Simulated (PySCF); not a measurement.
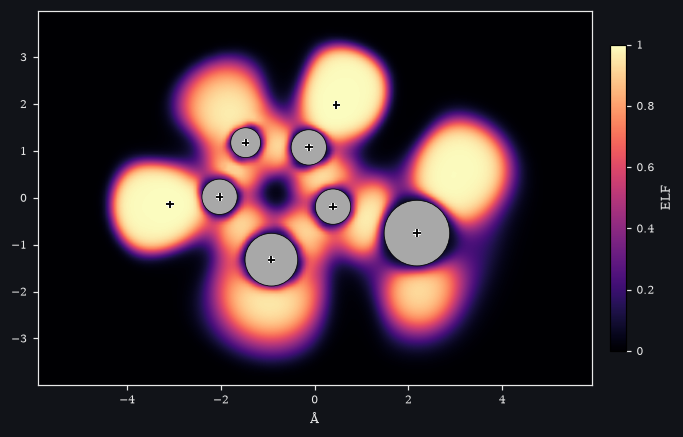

The electron localisation function on a plane through atoms (crosses mark nuclei in the plane; grey discs cover the cores).

Level of theory: PBE0/pcSseg-1, SCF density, gas phase, non-relativistic (PySCF).

Candidates:
A. C₂H₁₀B₂S₃Si (SMILES CSBB(SC)S[SiH3])
B. C₅H₁₁N₃OSi
C. C₃H₇NSSi₂ (SMILES [SiH3][SiH2]c1cncs1)

### Which candidate gave the map?

Candidate C: C₃H₇NSSi₂ on the plane of atoms C4, C3 and S7, which holds Si, C, N, S and H. C–N (1.28 Å): the ELF peaks at about 0.90 between the atoms; localised, covalent bonding. C–C (1.37 Å): the ELF peaks at about 0.95 between the atoms (localised, covalent bonding).
